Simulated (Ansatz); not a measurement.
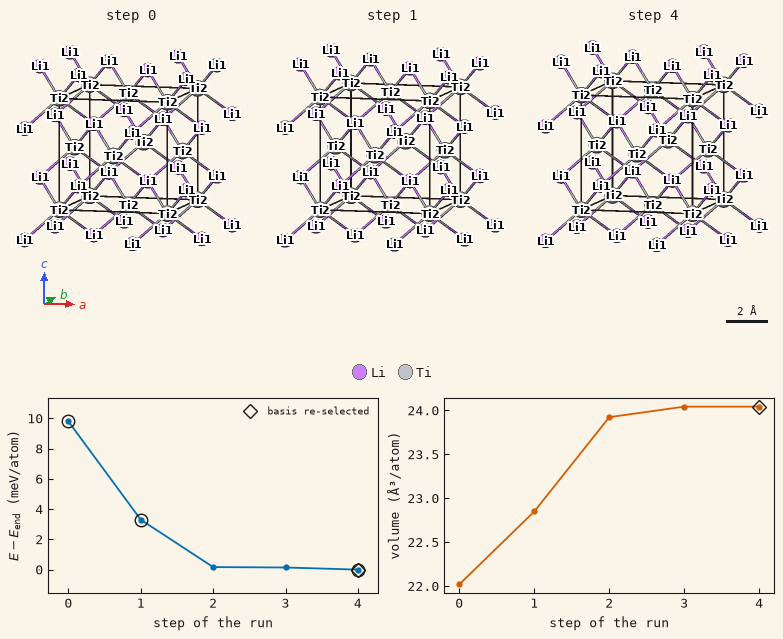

Frames of a relaxation of solid LiTi (a generated structure, set up in F-43m), marked on the history of the run. Style: ball-and-stick. Shown: the conventional cell (4 times the calculation's cell), slightly off an axis. Lengths and directions refer to the drawn axes.

Computed with DFT PBE, scalar-relativistic, plane waves, PAW in Ansatz 0.2.0.

Input
```yaml
crystal:
  lattice:
    - [0.0, 2.8028647239, 2.8028647239]
    - [2.8028647239, 0.0, 2.8028647239]
    - [2.8028647239, 2.8028647239, 0.0]
  atoms:
    - { symbol: Li, position: [0.25, 0.25, 0.25], spin: 0.2 }
    - { symbol: Ti, position: [0.0, 0.0, 0.0], spin: 1.62 }
basis:
  ecutwfc: 420
kpoints:
  mp_grid: { grid: [18, 18, 18] }
hamiltonian:
  xc: pbe
scf:
  occupations: { method: gaussian, width: 0.1 }
output:
  forces: true
  stress: true
  eigenvalues: true
  populations: true
  write_density: true
  write_potential: true
  elf: true
  volumetric_format: npy
magnetization:
  spin_polarized: true
relax:
  adjacent_minimum: "off"
  f_tol: 0.01
  max_steps: 80
  cell: { stress_tol: 0.05 }
```

Launched with:
```bash
ansatz run input.yaml --threads 1 --pin off --max-ram 2560MiB --backend cpu --events-out ev --progress --plain --runs-dir out
```

What happens along the run?

Answer. No atom moves by more than 0.005 Å relative to the cell. The drawn cell changes as follows: a = b = c 5.606 → 5.773 Å (+3.0 %); the volume changes by +9.2 %. Near-neighbour distances that change, for instance: Li1–Ti2 2.427 → 2.500 Å. The space group stays F-43m (No. 216). Over 3 accepted moves (4 points after the start) the energy falls by 9.8 meV per atom. All forces vanish by symmetry, so only the cell relaxes. The pressure goes from 1.65 to 0.01 GPa. At 1 point the geometry stayed and the basis and grid were re-selected for the new cell (energy shift of 0.1 meV per atom at most each time). Cost: 2 min on 1 thread of Arm Neoverse V2 (shared host), peak memory 0.57 GiB. From step 0 to 1: volume +3.8 %, energy −6.5 meV per atom. From step 1 to 4: volume +5.2 %, energy −3.3 meV per atom.

```csv
step,"E − E(0), meV/atom","pressure, GPa","volume, Å³/atom",note
0,0.00,1.65,22.019,
1,-6.50,0.90,22.850,
2,-9.63,0.09,23.924,
3,-9.66,0.01,24.044,
4,-9.80,0.01,24.044,"same geometry, new basis"
```
